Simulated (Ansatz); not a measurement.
# Geometry relaxation of C2H5FSZn (part 1 of 2)

The run: geometry relaxation of C2H5FSZn. Method and program: RKS revPBE-D4/def2-SVP (Ansatz 0.2.0).

It belongs to a series of runs on one base structure; here: end point A relaxed. Figures and captions count atoms from 1; the log counts them from 0 in places.

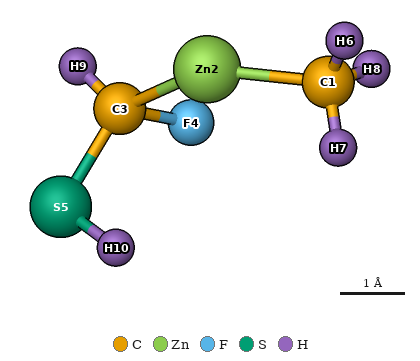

Fig. 1: The structure as given in the input (ball-and-stick view, seen at a tilt; atoms are numbered from 1 in the order of the input). Sticks mark near contacts.

The input
```yaml
crystal:
  periodic: [false, false, false]
  atoms:
    - { symbol: C, position_ang: [-0.48494, 0.29692, 2.07834] }
    - { symbol: Zn, position_ang: [0.56963, -0.41284, 0.50128] }
    - { symbol: C, position_ang: [0.54953, -0.75461, -1.53411] }
    - { symbol: F, position_ang: [-0.86452, -0.90044, -1.40583] }
    - { symbol: S, position_ang: [0.89874, 0.54806, -2.73336] }
    - { symbol: H, position_ang: [0.01441, 0.19472, 3.03352] }
    - { symbol: H, position_ang: [-0.69792, 1.35021, 1.91785] }
    - { symbol: H, position_ang: [-1.42908, -0.23743, 2.127] }
    - { symbol: H, position_ang: [0.8823, -1.67472, -2.01743] }
    - { symbol: H, position_ang: [0.56184, 1.59014, -1.96726] }
basis:
  gaussian: { orbitals: def2-SVP }
hamiltonian:
  xc: revpbe
  dispersion: d4
relax:
  f_tol: 0.015
  max_steps: 40
output:
  orbitals: {}
```

Hardware: 2 threads of Arm Neoverse V2, 24 GiB of memory available, shared host.

Run as:
```bash
ansatz run input.yaml --threads 2 --pin off --max-ram 3072MiB --backend cpu --events-out ev --progress --plain --runs-dir out
```

Output
```
The last accepted step is kept in [file] (removed where the run ends without a failure and the disk answers)
Engine: ansatz 0.2.0, aarch64-unknown-linux-gnu
Functional definition: revPBE
  parameter kappa = 1.245
  parameter beta = 0.06672455060314922
  exchange = pbe_x(kappa = kappa, mu = beta*pi^2/3)
  correlation = pbe_c(beta = beta)
1317 factors; their error is unknown
mean field evaluation 1: about -64092.0545 eV, gradient 7.9e1 eV
mean field evaluation 2: about -64064.4236 eV, gradient 1.3e2 eV
mean field evaluation 4: about -64105.1896 eV, gradient 1.4e1 eV
mean field evaluation 8: about -64105.5924 eV, gradient 1.1e-1 eV
mean field evaluation 16: about -64105.5183 eV, gradient 1.2e-3 eV
mean field -64105.51830168 eV, -2355.8343453057 hartree, gradient 2.7e-5 eV, S^2 0.000000; 0 other end points of the search recorded, 0 dependent functions left out
the calculation of the forces begins
reference -64105.51835425 eV, -2355.8343472377 hartree; 36, 36 occupied and 80, 80 virtual orbitals, 1317 factors
relax step   1: F+E_penalty+E_count = -64106.10539118 eV  Δ(F+E_penalty+E_count) = +0.000e0 eV  max|allowed force component| = 9.320e-1 eV/Å  Δτ_max = 0.0000 Å  (29 SCF iters, accepted)
these checks for a lower state are left out or cut short: starts, cluster_reference, orbital_swaps, neighbouring_geometries, increment
1317 factors; their error is unknown
mean field -64105.74608745 eV, -2355.8427162785 hartree, gradient 1.6e-5 eV, S^2 0.000000; 0 other end points of the search recorded, 0 dependent functions left out
the calculation of the forces begins
reference -64105.74613966 eV, -2355.8427181971 hartree; 36, 36 occupied and 80, 80 virtual orbitals, 1317 factors
relax step   2: F+E_penalty+E_count = -64106.33023069 eV  Δ(F+E_penalty+E_count) = -2.248e-1 eV  max|allowed force component| = 5.283e-1 eV/Å  Δτ_max = 0.1916 Å  (35 SCF iters, accepted)
these checks for a lower state are left out or cut short: starts, cluster_reference, orbital_swaps, neighbouring_geometries, increment
1317 factors; their error is unknown
mean field evaluation 32: about -64105.8402 eV, gradient 1.5e-1 eV
mean field -64105.84025413 eV, -2355.8461768403 hartree, gradient 1.7e-5 eV, S^2 0.000000; 0 other end points of the search recorded, 0 dependent functions left out
the calculation of the forces begins
reference -64105.84030675 eV, -2355.8461787738 hartree; 36, 36 occupied and 80, 80 virtual orbitals, 1317 factors
relax step   3: F+E_penalty+E_count = -64106.42413434 eV  Δ(F+E_penalty+E_count) = -9.390e-2 eV  max|allowed force component| = 5.752e-1 eV/Å  Δτ_max = 0.1945 Å  (34 SCF iters, accepted)
these checks for a lower state are left out or cut short: starts, cluster_reference, orbital_swaps, neighbouring_geometries, increment
1317 factors; their error is unknown
mean field -64105.91008938 eV, -2355.8487432381 hartree, gradient 1.7e-5 eV, S^2 0.000000; 0 other end points of the search recorded, 0 dependent functions left out
the calculation of the forces begins
reference -64105.91014184 eV, -2355.8487451661 hartree; 36, 36 occupied and 80, 80 virtual orbitals, 1317 factors
relax step   4: F+E_penalty+E_count = -64106.49238072 eV  Δ(F+E_penalty+E_count) = -6.825e-2 eV  max|allowed force component| = 4.025e-1 eV/Å  Δτ_max = 0.2000 Å  (34 SCF iters, accepted)
these checks for a lower state are left out or cut short: starts, cluster_reference, orbital_swaps, neighbouring_geometries, increment
1317 factors; their error is unknown
mean field -64105.94624106 eV, -2355.8500717878 hartree, gradient 1.7e-5 eV, S^2 0.000000; 0 other end points of the search recorded, 0 dependent functions left out
the calculation of the forces begins
reference -64105.94629368 eV, -2355.8500737217 hartree; 36, 36 occupied and 80, 80 virtual orbitals, 1317 factors
relax step   5: F+E_penalty+E_count = -64106.52511590 eV  Δ(F+E_penalty+E_count) = -3.274e-2 eV  max|allowed force component| = 3.570e-1 eV/Å  Δτ_max = 0.2000 Å  (34 SCF iters, accepted)
these checks for a lower state are left out or cut short: starts, cluster_reference, orbital_swaps, neighbouring_geometries, increment
1317 factors; their error is unknown
mean field -64105.94236358 eV, -2355.8499292932 hartree, gradient 1.6e-5 eV, S^2 0.000000; 0 other end points of the search recorded, 0 dependent functions left out
the calculation of the forces begins
reference -64105.94241590 eV, -2355.8499312159 hartree; 36, 36 occupied and 80, 80 virtual orbitals, 1317 factors
relax step   6: F+E_penalty+E_count = -64106.52033978 eV  Δ(F+E_penalty+E_count) = +4.776e-3 eV  max|allowed force component| = 6.908e-1 eV/Å  Δτ_max = 0.1967 Å  (34 SCF iters, rejected (line search))
these checks for a lower state are left out or cut short: starts, cluster_reference, orbital_swaps, neighbouring_geometries, increment
1317 factors; their error is unknown
mean field evaluation 64: about -64105.9574 eV, gradient 1.4e-4 eV
mean field -64105.95734996 eV, -2355.8504800324 hartree, gradient 7.5e-6 eV, S^2 0.000000; 0 other end points of the search recorded, 0 dependent functions left out
the calculation of the forces begins
reference -64105.95740261 eV, -2355.8504819673 hartree; 36, 36 occupied and 80, 80 virtual orbitals, 1317 factors
relax step   7: F+E_penalty+E_count = -64106.53823899 eV  Δ(F+E_penalty+E_count) = -1.312e-2 eV  max|allowed force component| = 3.091e-1 eV/Å  Δτ_max = 0.0983 Å  (29 SCF iters, accepted)
these checks for a lower state are left out or cut short: starts, cluster_reference, orbital_swaps, neighbouring_geometries, increment
1317 factors; their error is unknown
mean field -64105.97193256 eV, -2355.8510159332 hartree, gradient 7.8e-6 eV, S^2 0.000000; 0 other end points of the search recorded, 0 dependent functions left out
the calculation of the forces begins
reference -64105.97198498 eV, -2355.8510178595 hartree; 36, 36 occupied and 80, 80 virtual orbitals, 1317 factors
relax step   8: F+E_penalty+E_count = -64106.55459011 eV  Δ(F+E_penalty+E_count) = -1.635e-2 eV  max|allowed force component| = 1.332e-1 eV/Å  Δτ_max = 0.0964 Å  (29 SCF iters, accepted)
these checks for a lower state are left out or cut short: starts, cluster_reference, orbital_swaps, neighbouring_geometries, increment
1317 factors; their error is unknown
mean field -64105.97531446 eV, -2355.8511402156 hartree, gradient 1.9e-5 eV, S^2 0.000000; 0 other end points of the search recorded, 0 dependent functions left out
the calculation of the forces begins
reference -64105.97536654 eV, -2355.8511421295 hartree; 36, 36 occupied and 80, 80 virtual orbitals, 1317 factors
relax step   9: F+E_penalty+E_count = -64106.55866145 eV  Δ(F+E_penalty+E_count) = -4.071e-3 eV  max|allowed force component| = 1.231e-1 eV/Å  Δτ_max = 0.0725 Å  (28 SCF iters, accepted)
these checks for a lower state are left out or cut short: starts, cluster_reference, orbital_swaps, neighbouring_geometries, increment
1317 factors; their error is unknown
mean field -64105.97657792 eV, -2355.8511866469 hartree, gradient 1.5e-5 eV, S^2 0.000000; 0 other end points of the search recorded, 0 dependent functions left out
the calculation of the forces begins
reference -64105.97662989 eV, -2355.8511885568 hartree; 36, 36 occupied and 80, 80 virtual orbitals, 1317 factors
relax step  10: F+E_penalty+E_count = -64106.56040070 eV  Δ(F+E_penalty+E_count) = -1.739e-3 eV  max|allowed force component| = 1.330e-1 eV/Å  Δτ_max = 0.0413 Å  (28 SCF iters, accepted)
these checks for a lower state are left out or cut short: starts, cluster_reference, orbital_swaps, neighbouring_geometries, increment
1317 factors; their error is unknown
mean field -64105.97656151 eV, -2355.8511860440 hartree, gradient 1.6e-5 eV, S^2 0.000000; 0 other end points of the search recorded, 0 dependent functions left out
the calculation of the forces begins
reference -64105.97661348 eV, -2355.8511879536 hartree; 36, 36 occupied and 80, 80 virtual orbitals, 1317 factors
relax step  11: F+E_penalty+E_count = -64106.56137057 eV  Δ(F+E_penalty+E_count) = -9.699e-4 eV  max|allowed force component| = 4.048e-2 eV/Å  Δτ_max = 0.0190 Å  (29 SCF iters, accepted)
these checks for a lower state are left out or cut short: starts, cluster_reference, orbital_swaps, neighbouring_geometries, increment
1317 factors; their error is unknown
mean field evaluation 96: about -64106.0477 eV, gradient 3.9e-1 eV
mean field -64105.97665011 eV, -2355.8511892998 hartree, gradient 1.7e-5 eV, S^2 0.000000; 0 other end points of the search recorded, 0 dependent functions left out
the calculation of the forces begins
reference -64105.97670205 eV, -2355.8511912087 hartree; 36, 36 occupied and 80, 80 virtual orbitals, 1317 factors
relax step  12: F+E_penalty+E_count = -64106.56147548 eV  Δ(F+E_penalty+E_count) = -1.049e-4 eV  max|allowed force component| = 1.230e-2 eV/Å  Δτ_max = 0.0069 Å  (30 SCF iters, accepted)
```

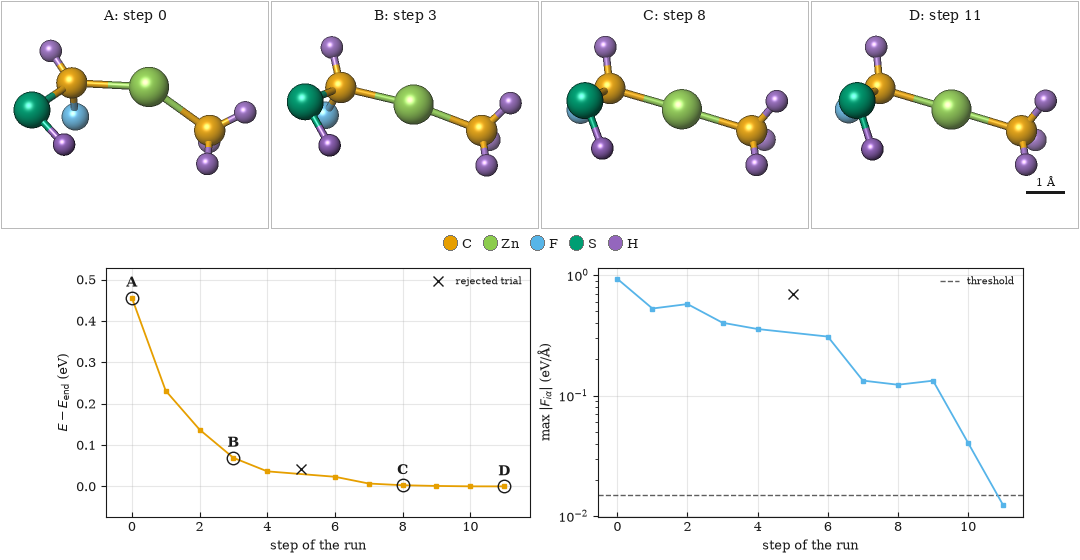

Fig. 2: Frames of the relaxation (ball-and-stick view, seen at a tilt) above the curves, on which the letters mark them (the first geometry is step 0 here and step 1 in the log).

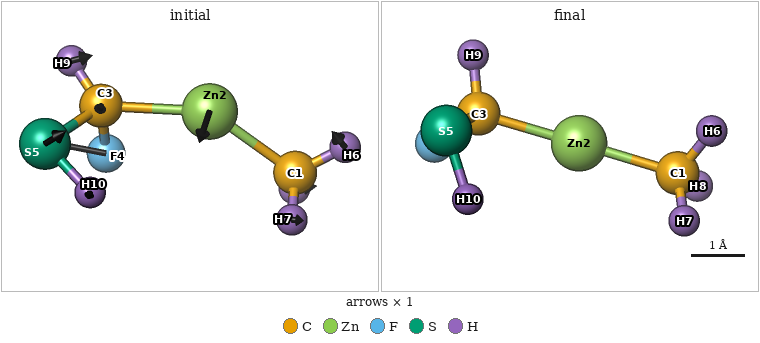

Fig. 3: Before (left) and after (right) the relaxation, at one scale (ball-and-stick view, seen at a tilt). The black arrows give the displacements, at true length. The atom that moves furthest after the best rigid fit is F4 (1.00 Å). By element the largest moves are F 1.00 Å, Zn 0.73 Å, S 0.53 Å, H 0.48 Å, C 0.27 Å. Distances before and after: Zn2–C3 2.064 → 1.990 Å, C1–Zn2 2.026 → 1.954 Å, C3–S5 1.805 → 1.842 Å, S5–H10 1.337 → 1.366 Å. Among the angles that change: C1–Zn2–C3 145.2° → 176.8°, Zn2–C3–F4 86.4° → 116.3°, Zn2–C3–S5 122.3° → 107.0°. After 11 geometry steps the energy has fallen by 0.456 eV. Largest force component: 0.93 eV/Å at the start, 0.012 eV/Å at the end. The line search rejected the trial step at point 5 (counted from 0) and went back. (Atoms are counted from 1 in the order of the input.)

```
1317 factors; their error is unknown
mean field -64105.97665011 eV, -2355.8511892998 hartree, gradient 1.7e-5 eV, S^2 0.000000; 1 other end points of the search recorded, 0 dependent functions left out
the calculation of the forces begins
reference -64105.97670205 eV, -2355.8511912087 hartree; 36, 36 occupied and 80, 80 virtual orbitals, 1317 factors
Total energy: -64106.56152742 eV, -2355.8726831447 hartree
Atom 0 at    -0.450263     0.340699     2.122055 Å, force    -0.004830    -0.001240    -0.002063 eV/Å
Atom 1 at    -0.122361    -0.271768     0.295384 Å, force     0.002657    -0.001587    -0.000157 eV/Å
Atom 2 at     0.278384    -0.806594    -1.578532 Å, force    -0.006421    -0.004197     0.001828 eV/Å
Atom 3 at    -0.819972    -1.166517    -2.368236 Å, force     0.000808     0.001068     0.002624 eV/Å
Atom 4 at     1.247347     0.565252    -2.334034 Å, force    -0.001070     0.012301    -0.000921 eV/Å
Atom 5 at     0.422248     0.129954     2.775739 Å, force     0.000621    -0.000689    -0.001258 eV/Å
Atom 6 at    -0.638230     1.434700     2.149867 Å, force     0.000268     0.000267     0.000113 eV/Å
Atom 7 at    -1.334736    -0.168053     2.559744 Å, force     0.001903     0.001702     0.000735 eV/Å
Atom 8 at     1.010931    -1.647496    -1.617124 Å, force     0.001049    -0.000929     0.000770 eV/Å
Atom 9 at     0.406642     1.589834    -2.004863 Å, force     0.005017    -0.006696    -0.001672 eV/Å
Dipole moment:     0.005243     0.046159     0.408635 e Å
```

Trajectory as extended XYZ (Å, eV, eV/Å), 12 frames, from step=1 to step=12
```
10
Properties=species:S:1:pos:R:3:forces:R:3 step=1 energy=-64106.10539
C    -0.4849    0.2969    2.0783    0.9320  -0.5561  -0.8514
Zn    0.5696   -0.4128    0.5013   -0.5624   0.3508  -0.2508
C     0.5495   -0.7546   -1.5341   -0.0705   0.5489   0.7383
F    -0.8645   -0.9004   -1.4058   -0.8215  -0.1748   0.0346
S     0.8987    0.5481   -2.7334    0.4325  -0.4486  -0.4703
H     0.0144    0.1947    3.0335    0.4578  -0.1044   0.7665
H    -0.6979    1.3502    1.9179   -0.1134   0.7723  -0.2087
H    -1.4291   -0.2374    2.1270   -0.6864  -0.4408  -0.0493
H     0.8823   -1.6747   -2.0174    0.5663  -0.5068  -0.1384
H     0.5618    1.5901   -1.9673   -0.1344   0.5595   0.4295
```
